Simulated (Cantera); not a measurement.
Input: 1 mol Si3N4, 0.0065 mol O2, 490 mol N2, 0.021 mol H2O, held at 13.3 mbar.

Method: chemical equilibrium by Gibbs-energy minimisation in Cantera with the NASA 1993 tables (ideal gas, pure condensed phases). Candidate condensed phases: H2O, Si, SiO2, Si2N2O, Si3N4; 35 gas species. Mutual solubility and eutectic melting of coexisting phases are not modelled. The tables' values for SiN are old estimates; treat these amounts as uncertain. Rates play no part.

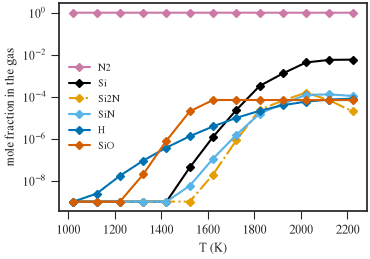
Equilibrium gas composition (values under 1e-9 drawn at 1e-9)

From 1023 K to 1523 K the condensed part is Si2N2O(s) + Si3N4(s). From 1623 K to 1823 K the condensed part is Si3N4(s). From 1923 K to 2023 K the condensed part is Si(l). From 2123 K to 2223 K nothing is condensed.
